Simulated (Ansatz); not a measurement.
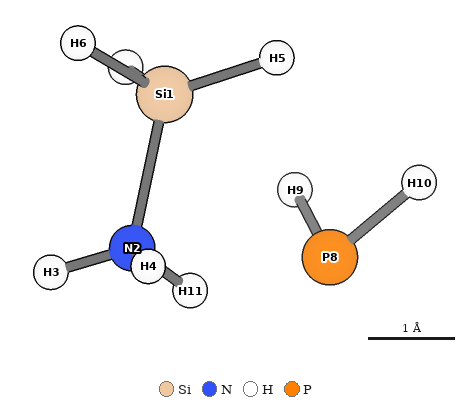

Fig. 1: The starting structure (ball-and-stick view, seen at a tilt; atoms are numbered from 1 in the order of the input). Bond lengths as drawn: H–N 1.01 to 1.04 Å, H–P 1.42 Å, H–Si 1.46 to 1.50 Å and N–Si 1.89 Å.

## Molecular dynamics of SiPNH8 (part 1 of 5)

System: SiPNH8.
Method: RHF/def2-SVP (Ansatz 0.2.0).

It belongs to a series of runs on one base structure; here: dynamics from the highest image of the converged band. Figures and captions count atoms from 1; the log counts them from 0 in places.

## What the program printed
```
Engine: ansatz 0.2.0, aarch64-unknown-linux-gnu
Functional definition: HF
  exchange = exact_x
  correlation = 0
940 factors; integrals over basis functions are off by at most 3.9e-4 eV
mean field evaluation 1: about -18731.8615 eV, gradient 2.3e1 eV
mean field evaluation 2: about -18731.8958 eV, gradient 2.3e1 eV
mean field evaluation 4: about -18733.8179 eV, gradient 2.5e0 eV
mean field evaluation 8: about -18733.8423 eV, gradient 1.3e-1 eV
mean field -18733.84240280 eV, -688.4560100483 hartree, gradient 2.3e-5 eV, S^2 0.000000; 0 other end points of the search recorded, 0 dependent functions left out
the calculation of the forces begins
reference -18733.84240280 eV, -688.4560100483 hartree; 22, 22 occupied and 68, 68 virtual orbitals, 940 factors
md step     0: t =     0.00 fs  T =   100.0 K  F+E_penalty+E_count = -18733.84240280 eV  E_kin = 0.116334 eV  conserved = -18733.72606880 eV  (32 SCF iters)
these checks for a lower state are left out or cut short: starts, cluster_reference, orbital_swaps, neighbouring_geometries, increment
940 factors; integrals over basis functions are off by at most 3.9e-4 eV
mean field evaluation 16: about -18733.8408 eV, gradient 9.7e-4 eV
mean field -18733.84080421 eV, -688.4559513015 hartree, gradient 2.4e-5 eV, S^2 0.000000; 0 other end points of the search recorded, 0 dependent functions left out
the calculation of the forces begins
reference -18733.84080421 eV, -688.4559513015 hartree; 22, 22 occupied and 68, 68 virtual orbitals, 940 factors
md step     1: t =     0.50 fs  T =    98.6 K  F+E_penalty+E_count = -18733.84080421 eV  E_kin = 0.114758 eV  conserved = -18733.72604626 eV  (23 SCF iters)
[... from here on the SCF iterations and repeated set-up lines of each step are left out, up to the last step ...]
md step     2: t =     1.00 fs  T =    94.9 K  F+E_penalty+E_count = -18733.83638904 eV  E_kin = 0.110403 eV  conserved = -18733.72598564 eV  (23 SCF iters)
md step     3: t =     1.50 fs  T =    89.6 K  F+E_penalty+E_count = -18733.83010566 eV  E_kin = 0.104198 eV  conserved = -18733.72590783 eV  (23 SCF iters)
md step     4: t =     2.00 fs  T =    83.7 K  F+E_penalty+E_count = -18733.82316942 eV  E_kin = 0.097330 eV  conserved = -18733.72583962 eV  (23 SCF iters)
md step     5: t =     2.50 fs  T =    78.1 K  F+E_penalty+E_count = -18733.81664834 eV  E_kin = 0.090847 eV  conserved = -18733.72580151 eV  (24 SCF iters)
md step     6: t =     3.00 fs  T =    73.4 K  F+E_penalty+E_count = -18733.81114621 eV  E_kin = 0.085347 eV  conserved = -18733.72579873 eV  (24 SCF iters)
md step     7: t =     3.50 fs  T =    69.5 K  F+E_penalty+E_count = -18733.80671992 eV  E_kin = 0.080899 eV  conserved = -18733.72582079 eV  (24 SCF iters)
md step     8: t =     4.00 fs  T =    66.4 K  F+E_penalty+E_count = -18733.80303799 eV  E_kin = 0.077189 eV  conserved = -18733.72584927 eV  (24 SCF iters)
md step     9: t =     4.50 fs  T =    63.4 K  F+E_penalty+E_count = -18733.79966389 eV  E_kin = 0.073796 eV  conserved = -18733.72586796 eV  (24 SCF iters)
md step    10: t =     5.00 fs  T =    60.5 K  F+E_penalty+E_count = -18733.79630891 eV  E_kin = 0.070439 eV  conserved = -18733.72586955 eV  (24 SCF iters)
md step    11: t =     5.50 fs  T =    57.7 K  F+E_penalty+E_count = -18733.79294949 eV  E_kin = 0.067093 eV  conserved = -18733.72585648 eV  (24 SCF iters)
md step    12: t =     6.00 fs  T =    55.0 K  F+E_penalty+E_count = -18733.78979160 eV  E_kin = 0.063954 eV  conserved = -18733.72583753 eV  (24 SCF iters)
md step    13: t =     6.50 fs  T =    52.7 K  F+E_penalty+E_count = -18733.78713233 eV  E_kin = 0.061309 eV  conserved = -18733.72582322 eV  (24 SCF iters)
md step    14: t =     7.00 fs  T =    51.0 K  F+E_penalty+E_count = -18733.78519519 eV  E_kin = 0.059374 eV  conserved = -18733.72582088 eV  (24 SCF iters)
md step    15: t =     7.50 fs  T =    50.0 K  F+E_penalty+E_count = -18733.78401364 eV  E_kin = 0.058182 eV  conserved = -18733.72583177 eV  (24 SCF iters)
md step    16: t =     8.00 fs  T =    49.5 K  F+E_penalty+E_count = -18733.78341269 eV  E_kin = 0.057563 eV  conserved = -18733.72584998 eV  (24 SCF iters)
md step    17: t =     8.50 fs  T =    49.2 K  F+E_penalty+E_count = -18733.78310314 eV  E_kin = 0.057239 eV  conserved = -18733.72586451 eV  (24 SCF iters)
md step    18: t =     9.00 fs  T =    49.0 K  F+E_penalty+E_count = -18733.78285488 eV  E_kin = 0.056990 eV  conserved = -18733.72586459 eV  (24 SCF iters)
md step    19: t =     9.50 fs  T =    48.8 K  F+E_penalty+E_count = -18733.78266620 eV  E_kin = 0.056821 eV  conserved = -18733.72584499 eV  (24 SCF iters)
md step    20: t =    10.00 fs  T =    49.0 K  F+E_penalty+E_count = -18733.78283233 eV  E_kin = 0.057020 eV  conserved = -18733.72581277 eV  (23 SCF iters)
md step    21: t =    10.50 fs  T =    49.9 K  F+E_penalty+E_count = -18733.78383903 eV  E_kin = 0.058055 eV  conserved = -18733.72578440 eV  (24 SCF iters)
md step    22: t =    11.00 fs  T =    51.9 K  F+E_penalty+E_count = -18733.78611076 eV  E_kin = 0.060333 eV  conserved = -18733.72577798 eV  (24 SCF iters)
md step    23: t =    11.50 fs  T =    55.0 K  F+E_penalty+E_count = -18733.78973536 eV  E_kin = 0.063933 eV  conserved = -18733.72580262 eV  (25 SCF iters)
md step    24: t =    12.00 fs  T =    58.9 K  F+E_penalty+E_count = -18733.79432593 eV  E_kin = 0.068474 eV  conserved = -18733.72585230 eV  (24 SCF iters)
md step    25: t =    12.50 fs  T =    62.9 K  F+E_penalty+E_count = -18733.79911166 eV  E_kin = 0.073203 eV  conserved = -18733.72590891 eV  (23 SCF iters)
md step    26: t =    13.00 fs  T =    66.4 K  F+E_penalty+E_count = -18733.80321415 eV  E_kin = 0.077263 eV  conserved = -18733.72595128 eV  (33 SCF iters)
md step    27: t =    13.50 fs  T =    68.8 K  F+E_penalty+E_count = -18733.80596783 eV  E_kin = 0.080001 eV  conserved = -18733.72596678 eV  (25 SCF iters)
md step    28: t =    14.00 fs  T =    69.8 K  F+E_penalty+E_count = -18733.80712688 eV  E_kin = 0.081173 eV  conserved = -18733.72595370 eV  (25 SCF iters)
md step    29: t =    14.50 fs  T =    69.6 K  F+E_penalty+E_count = -18733.80689083 eV  E_kin = 0.080970 eV  conserved = -18733.72592125 eV  (24 SCF iters)
md step    30: t =    15.00 fs  T =    68.7 K  F+E_penalty+E_count = -18733.80576335 eV  E_kin = 0.079879 eV  conserved = -18733.72588404 eV  (24 SCF iters)
md step    31: t =    15.50 fs  T =    67.5 K  F+E_penalty+E_count = -18733.80432527 eV  E_kin = 0.078469 eV  conserved = -18733.72585590 eV  (23 SCF iters)
md step    32: t =    16.00 fs  T =    66.3 K  F+E_penalty+E_count = -18733.80301536 eV  E_kin = 0.077170 eV  conserved = -18733.72584578 eV  (25 SCF iters)
md step    33: t =    16.50 fs  T =    65.4 K  F+E_penalty+E_count = -18733.80199052 eV  E_kin = 0.076136 eV  conserved = -18733.72585498 eV  (25 SCF iters)
md step    34: t =    17.00 fs  T =    64.7 K  F+E_penalty+E_count = -18733.80110669 eV  E_kin = 0.075230 eV  conserved = -18733.72587709 eV  (24 SCF iters)
md step    35: t =    17.50 fs  T =    63.7 K  F+E_penalty+E_count = -18733.80002099 eV  E_kin = 0.074121 eV  conserved = -18733.72590042 eV  (24 SCF iters)
md step    36: t =    18.00 fs  T =    62.3 K  F+E_penalty+E_count = -18733.79837456 eV  E_kin = 0.072461 eV  conserved = -18733.72591318 eV  (24 SCF iters)
md step    37: t =    18.50 fs  T =    60.2 K  F+E_penalty+E_count = -18733.79597563 eV  E_kin = 0.070067 eV  conserved = -18733.72590912 eV  (25 SCF iters)
md step    38: t =    19.00 fs  T =    57.6 K  F+E_penalty+E_count = -18733.79289135 eV  E_kin = 0.066999 eV  conserved = -18733.72589188 eV  (25 SCF iters)
md step    39: t =    19.50 fs  T =    54.6 K  F+E_penalty+E_count = -18733.78938862 eV  E_kin = 0.063515 eV  conserved = -18733.72587348 eV  (25 SCF iters)
md step    40: t =    20.00 fs  T =    51.5 K  F+E_penalty+E_count = -18733.78575018 eV  E_kin = 0.059884 eV  conserved = -18733.72586661 eV  (24 SCF iters)
md step    41: t =    20.50 fs  T =    48.3 K  F+E_penalty+E_count = -18733.78208151 eV  E_kin = 0.056206 eV  conserved = -18733.72587590 eV  (24 SCF iters)
md step    42: t =    21.00 fs  T =    45.0 K  F+E_penalty+E_count = -18733.77824458 eV  E_kin = 0.052351 eV  conserved = -18733.72589320 eV  (25 SCF iters)
md step    43: t =    21.50 fs  T =    41.3 K  F+E_penalty+E_count = -18733.77398067 eV  E_kin = 0.048078 eV  conserved = -18733.72590255 eV  (24 SCF iters)
md step    44: t =    22.00 fs  T =    37.2 K  F+E_penalty+E_count = -18733.76915239 eV  E_kin = 0.043262 eV  conserved = -18733.72589020 eV  (25 SCF iters)
md step    45: t =    22.50 fs  T =    32.8 K  F+E_penalty+E_count = -18733.76395560 eV  E_kin = 0.038103 eV  conserved = -18733.72585278 eV  (26 SCF iters)
md step    46: t =    23.00 fs  T =    28.5 K  F+E_penalty+E_count = -18733.75897288 eV  E_kin = 0.033173 eV  conserved = -18733.72579944 eV  (25 SCF iters)
md step    47: t =    23.50 fs  T =    25.2 K  F+E_penalty+E_count = -18733.75503515 eV  E_kin = 0.029287 eV  conserved = -18733.72574775 eV  (25 SCF iters)
md step    48: t =    24.00 fs  T =    23.4 K  F+E_penalty+E_count = -18733.75295400 eV  E_kin = 0.027239 eV  conserved = -18733.72571485 eV  (25 SCF iters)
md step    49: t =    24.50 fs  T =    23.7 K  F+E_penalty+E_count = -18733.75324315 eV  E_kin = 0.027530 eV  conserved = -18733.72571315 eV  (25 SCF iters)
md step    50: t =    25.00 fs  T =    25.9 K  F+E_penalty+E_count = -18733.75592703 eV  E_kin = 0.030182 eV  conserved = -18733.72574474 eV  (25 SCF iters)
md step    51: t =    25.50 fs  T =    29.8 K  F+E_penalty+E_count = -18733.76050786 eV  E_kin = 0.034707 eV  conserved = -18733.72580100 eV  (25 SCF iters)
md step    52: t =    26.00 fs  T =    34.6 K  F+E_penalty+E_count = -18733.76610189 eV  E_kin = 0.040237 eV  conserved = -18733.72586495 eV  (25 SCF iters)
md step    53: t =    26.50 fs  T =    39.4 K  F+E_penalty+E_count = -18733.77170682 eV  E_kin = 0.045790 eV  conserved = -18733.72591660 eV  (33 SCF iters)
md step    54: t =    27.00 fs  T =    43.5 K  F+E_penalty+E_count = -18733.77651568 eV  E_kin = 0.050576 eV  conserved = -18733.72593999 eV  (25 SCF iters)
md step    55: t =    27.50 fs  T =    46.6 K  F+E_penalty+E_count = -18733.78016253 eV  E_kin = 0.054233 eV  conserved = -18733.72592996 eV  (25 SCF iters)
md step    56: t =    28.00 fs  T =    48.9 K  F+E_penalty+E_count = -18733.78279446 eV  E_kin = 0.056898 eV  conserved = -18733.72589694 eV  (25 SCF iters)
md step    57: t =    28.50 fs  T =    50.8 K  F+E_penalty+E_count = -18733.78491726 eV  E_kin = 0.059056 eV  conserved = -18733.72586089 eV  (25 SCF iters)
md step    58: t =    29.00 fs  T =    52.6 K  F+E_penalty+E_count = -18733.78708269 eV  E_kin = 0.061240 eV  conserved = -18733.72584263 eV  (24 SCF iters)
md step    59: t =    29.50 fs  T =    54.8 K  F+E_penalty+E_count = -18733.78956862 eV  E_kin = 0.063716 eV  conserved = -18733.72585225 eV  (25 SCF iters)
md step    60: t =    30.00 fs  T =    57.0 K  F+E_penalty+E_count = -18733.79222503 eV  E_kin = 0.066341 eV  conserved = -18733.72588384 eV  (25 SCF iters)
md step    61: t =    30.50 fs  T =    59.0 K  F+E_penalty+E_count = -18733.79456186 eV  E_kin = 0.068642 eV  conserved = -18733.72592024 eV  (25 SCF iters)
md step    62: t =    31.00 fs  T =    60.2 K  F+E_penalty+E_count = -18733.79601028 eV  E_kin = 0.070067 eV  conserved = -18733.72594356 eV  (25 SCF iters)
md step    63: t =    31.50 fs  T =    60.4 K  F+E_penalty+E_count = -18733.79619988 eV  E_kin = 0.070256 eV  conserved = -18733.72594432 eV  (25 SCF iters)
md step    64: t =    32.00 fs  T =    59.5 K  F+E_penalty+E_count = -18733.79511006 eV  E_kin = 0.069186 eV  conserved = -18733.72592425 eV  (25 SCF iters)
md step    65: t =    32.50 fs  T =    57.7 K  F+E_penalty+E_count = -18733.79304597 eV  E_kin = 0.067152 eV  conserved = -18733.72589386 eV  (25 SCF iters)
md step    66: t =    33.00 fs  T =    55.5 K  F+E_penalty+E_count = -18733.79047844 eV  E_kin = 0.064612 eV  conserved = -18733.72586633 eV  (25 SCF iters)
md step    67: t =    33.50 fs  T =    53.3 K  F+E_penalty+E_count = -18733.78783842 eV  E_kin = 0.061987 eV  conserved = -18733.72585185 eV  (25 SCF iters)
md step    68: t =    34.00 fs  T =    51.1 K  F+E_penalty+E_count = -18733.78535446 eV  E_kin = 0.059500 eV  conserved = -18733.72585440 eV  (25 SCF iters)
md step    69: t =    34.50 fs  T =    49.1 K  F+E_penalty+E_count = -18733.78299200 eV  E_kin = 0.057122 eV  conserved = -18733.72586988 eV  (24 SCF iters)
md step    70: t =    35.00 fs  T =    47.0 K  F+E_penalty+E_count = -18733.78051699 eV  E_kin = 0.054629 eV  conserved = -18733.72588786 eV  (25 SCF iters)
md step    71: t =    35.50 fs  T =    44.5 K  F+E_penalty+E_count = -18733.77766108 eV  E_kin = 0.051766 eV  conserved = -18733.72589505 eV  (25 SCF iters)
md step    72: t =    36.00 fs  T =    41.6 K  F+E_penalty+E_count = -18733.77432661 eV  E_kin = 0.048445 eV  conserved = -18733.72588168 eV  (25 SCF iters)
md step    73: t =    36.50 fs  T =    38.6 K  F+E_penalty+E_count = -18733.77073620 eV  E_kin = 0.044889 eV  conserved = -18733.72584709 eV  (26 SCF iters)
md step    74: t =    37.00 fs  T =    35.8 K  F+E_penalty+E_count = -18733.76743740 eV  E_kin = 0.041635 eV  conserved = -18733.72580255 eV  (26 SCF iters)
md step    75: t =    37.50 fs  T =    33.8 K  F+E_penalty+E_count = -18733.76512478 eV  E_kin = 0.039357 eV  conserved = -18733.72576736 eV  (25 SCF iters)
md step    76: t =    38.00 fs  T =    33.2 K  F+E_penalty+E_count = -18733.76434219 eV  E_kin = 0.038583 eV  conserved = -18733.72575919 eV  (25 SCF iters)
md step    77: t =    38.50 fs  T =    33.9 K  F+E_penalty+E_count = -18733.76521353 eV  E_kin = 0.039430 eV  conserved = -18733.72578378 eV  (24 SCF iters)
md step    78: t =    39.00 fs  T =    35.7 K  F+E_penalty+E_count = -18733.76735663 eV  E_kin = 0.041526 eV  conserved = -18733.72583097 eV  (24 SCF iters)
md step    79: t =    39.50 fs  T =    38.0 K  F+E_penalty+E_count = -18733.77003811 eV  E_kin = 0.044158 eV  conserved = -18733.72588050 eV  (24 SCF iters)
md step    80: t =    40.00 fs  T =    40.0 K  F+E_penalty+E_count = -18733.77248602 eV  E_kin = 0.046574 eV  conserved = -18733.72591236 eV  (33 SCF iters)
md step    81: t =    40.50 fs  T =    41.5 K  F+E_penalty+E_count = -18733.77419947 eV  E_kin = 0.048283 eV  conserved = -18733.72591610 eV  (25 SCF iters)
md step    82: t =    41.00 fs  T =    42.3 K  F+E_penalty+E_count = -18733.77511409 eV  E_kin = 0.049220 eV  conserved = -18733.72589371 eV  (25 SCF iters)
md step    83: t =    41.50 fs  T =    42.7 K  F+E_penalty+E_count = -18733.77557490 eV  E_kin = 0.049718 eV  conserved = -18733.72585671 eV  (25 SCF iters)
md step    84: t =    42.00 fs  T =    43.3 K  F+E_penalty+E_count = -18733.77615839 eV  E_kin = 0.050338 eV  conserved = -18733.72582027 eV  (25 SCF iters)
md step    85: t =    42.50 fs  T =    44.4 K  F+E_penalty+E_count = -18733.77743344 eV  E_kin = 0.051636 eV  conserved = -18733.72579793 eV  (25 SCF iters)
md step    86: t =    43.00 fs  T =    46.4 K  F+E_penalty+E_count = -18733.77975060 eV  E_kin = 0.053954 eV  conserved = -18733.72579663 eV  (24 SCF iters)
md step    87: t =    43.50 fs  T =    49.3 K  F+E_penalty+E_count = -18733.78313036 eV  E_kin = 0.057315 eV  conserved = -18733.72581541 eV  (24 SCF iters)
md step    88: t =    44.00 fs  T =    52.8 K  F+E_penalty+E_count = -18733.78727997 eV  E_kin = 0.061434 eV  conserved = -18733.72584559 eV  (25 SCF iters)
md step    89: t =    44.50 fs  T =    56.6 K  F+E_penalty+E_count = -18733.79173067 eV  E_kin = 0.065856 eV  conserved = -18733.72587418 eV  (25 SCF iters)
md step    90: t =    45.00 fs  T =    60.3 K  F+E_penalty+E_count = -18733.79603993 eV  E_kin = 0.070150 eV  conserved = -18733.72588963 eV  (25 SCF iters)
md step    91: t =    45.50 fs  T =    63.7 K  F+E_penalty+E_count = -18733.79996867 eV  E_kin = 0.074081 eV  conserved = -18733.72588781 eV  (25 SCF iters)
md step    92: t =    46.00 fs  T =    66.8 K  F+E_penalty+E_count = -18733.80354131 eV  E_kin = 0.077666 eV  conserved = -18733.72587502 eV  (25 SCF iters)
md step    93: t =    46.50 fs  T =    69.7 K  F+E_penalty+E_count = -18733.80694746 eV  E_kin = 0.081083 eV  conserved = -18733.72586465 eV  (24 SCF iters)
md step    94: t =    47.00 fs  T =    72.6 K  F+E_penalty+E_count = -18733.81033584 eV  E_kin = 0.084467 eV  conserved = -18733.72586916 eV  (26 SCF iters)
md step    95: t =    47.50 fs  T =    75.4 K  F+E_penalty+E_count = -18733.81362726 eV  E_kin = 0.087736 eV  conserved = -18733.72589138 eV  (25 SCF iters)
md step    96: t =    48.00 fs  T =    77.8 K  F+E_penalty+E_count = -18733.81647404 eV  E_kin = 0.090552 eV  conserved = -18733.72592199 eV  (25 SCF iters)
md step    97: t =    48.50 fs  T =    79.5 K  F+E_penalty+E_count = -18733.81840238 eV  E_kin = 0.092457 eV  conserved = -18733.72594494 eV  (25 SCF iters)
md step    98: t =    49.00 fs  T =    80.0 K  F+E_penalty+E_count = -18733.81905612 eV  E_kin = 0.093109 eV  conserved = -18733.72594717 eV  (25 SCF iters)
md step    99: t =    49.50 fs  T =    79.5 K  F+E_penalty+E_count = -18733.81839961 eV  E_kin = 0.092474 eV  conserved = -18733.72592521 eV  (25 SCF iters)
md step   100: t =    50.00 fs  T =    78.1 K  F+E_penalty+E_count = -18733.81677372 eV  E_kin = 0.090887 eV  conserved = -18733.72588636 eV  (25 SCF iters)
md step   101: t =    50.50 fs  T =    76.5 K  F+E_penalty+E_count = -18733.81478482 eV  E_kin = 0.088940 eV  conserved = -18733.72584464 eV  (25 SCF iters)
md step   102: t =    51.00 fs  T =    75.0 K  F+E_penalty+E_count = -18733.81308731 eV  E_kin = 0.087273 eV  conserved = -18733.72581460 eV  (25 SCF iters)
md step   103: t =    51.50 fs  T =    74.2 K  F+E_penalty+E_count = -18733.81215474 eV  E_kin = 0.086349 eV  conserved = -18733.72580590 eV  (25 SCF iters)
md step   104: t =    52.00 fs  T =    74.2 K  F+E_penalty+E_count = -18733.81212633 eV  E_kin = 0.086306 eV  conserved = -18733.72582028 eV  (25 SCF iters)
md step   105: t =    52.50 fs  T =    74.7 K  F+E_penalty+E_count = -18733.81278109 eV  E_kin = 0.086931 eV  conserved = -18733.72585015 eV  (25 SCF iters)
md step   106: t =    53.00 fs  T =    75.4 K  F+E_penalty+E_count = -18733.81365185 eV  E_kin = 0.087770 eV  conserved = -18733.72588190 eV  (25 SCF iters)
md step   107: t =    53.50 fs  T =    75.9 K  F+E_penalty+E_count = -18733.81424034 eV  E_kin = 0.088340 eV  conserved = -18733.72590016 eV  (33 SCF iters)
md step   108: t =    54.00 fs  T =    76.0 K  F+E_penalty+E_count = -18733.81425822 eV  E_kin = 0.088364 eV  conserved = -18733.72589407 eV  (24 SCF iters)
md step   109: t =    54.50 fs  T =    75.6 K  F+E_penalty+E_count = -18733.81379388 eV  E_kin = 0.087931 eV  conserved = -18733.72586302 eV  (25 SCF iters)
md step   110: t =    55.00 fs  T =    75.2 K  F+E_penalty+E_count = -18733.81331944 eV  E_kin = 0.087501 eV  conserved = -18733.72581831 eV  (25 SCF iters)
md step   111: t =    55.50 fs  T =    75.4 K  F+E_penalty+E_count = -18733.81351588 eV  E_kin = 0.087737 eV  conserved = -18733.72577838 eV  (25 SCF iters)
md step   112: t =    56.00 fs  T =    76.7 K  F+E_penalty+E_count = -18733.81498948 eV  E_kin = 0.089229 eV  conserved = -18733.72576037 eV  (25 SCF iters)
md step   113: t =    56.50 fs  T =    79.3 K  F+E_penalty+E_count = -18733.81801642 eV  E_kin = 0.092246 eV  conserved = -18733.72577027 eV  (25 SCF iters)
md step   114: t =    57.00 fs  T =    83.1 K  F+E_penalty+E_count = -18733.82244843 eV  E_kin = 0.096647 eV  conserved = -18733.72580158 eV  (25 SCF iters)
md step   115: t =    57.50 fs  T =    87.7 K  F+E_penalty+E_count = -18733.82781201 eV  E_kin = 0.101972 eV  conserved = -18733.72583962 eV  (25 SCF iters)
md step   116: t =    58.00 fs  T =    92.5 K  F+E_penalty+E_count = -18733.83353114 eV  E_kin = 0.107661 eV  conserved = -18733.72587010 eV  (25 SCF iters)
md step   117: t =    58.50 fs  T =    97.4 K  F+E_penalty+E_count = -18733.83914728 eV  E_kin = 0.113262 eV  conserved = -18733.72588528 eV  (25 SCF iters)
md step   118: t =    59.00 fs  T =   101.9 K  F+E_penalty+E_count = -18733.84443952 eV  E_kin = 0.118554 eV  conserved = -18733.72588564 eV  (25 SCF iters)
md step   119: t =    59.50 fs  T =   106.2 K  F+E_penalty+E_count = -18733.84941657 eV  E_kin = 0.123539 eV  conserved = -18733.72587775 eV  (25 SCF iters)
md step   120: t =    60.00 fs  T =   110.3 K  F+E_penalty+E_count = -18733.85421306 eV  E_kin = 0.128343 eV  conserved = -18733.72587026 eV  (25 SCF iters)
```
